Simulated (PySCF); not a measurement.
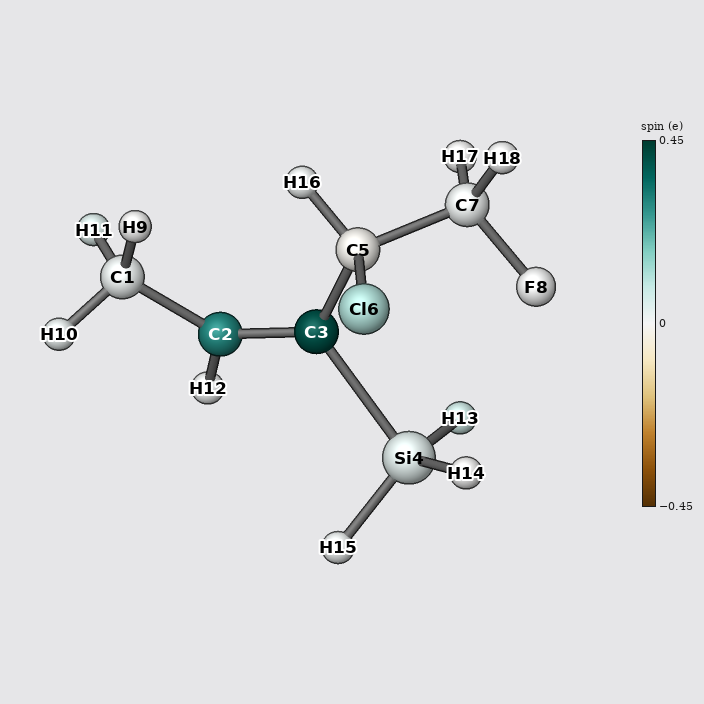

Atoms are coloured by their Mulliken spin populations. Charge +1, doublet. The computed structure is the end point of a GFN2-xTB optimisation. No frequency run is at hand to confirm it as a minimum. Level of theory: UKS B3LYP, pcH-1 on C Cl F H Si, non-relativistic (PySCF 2.14.0).

### Which atom carries the largest spin population?

C3 (0.40 e).

### Which atom has the lowest spin population?

C5 (−0.01 e); a negative value comes from spin polarisation.

Give the Mulliken spin populations atom by atom.

```tsv
atom	value (e)
C1	0.01
C2	0.30
C3	0.40
Si4	0.03
C5	−0.01
Cl6	0.12
C7	0.01
F8	0.00
H9	0.00
H10	0.02
H11	0.04
H12	0.01
H13	0.07
H14	0.00
H15	0.01
H16	0.01
H17	0.00
H18	0.00
```

Mulliken values depend strongly on the basis set. The geometry is semi-empirical. Around Si such bond lengths and angles can be off by a tenth of an ångström or more and by several degrees, and values that hang on the shape move with them.
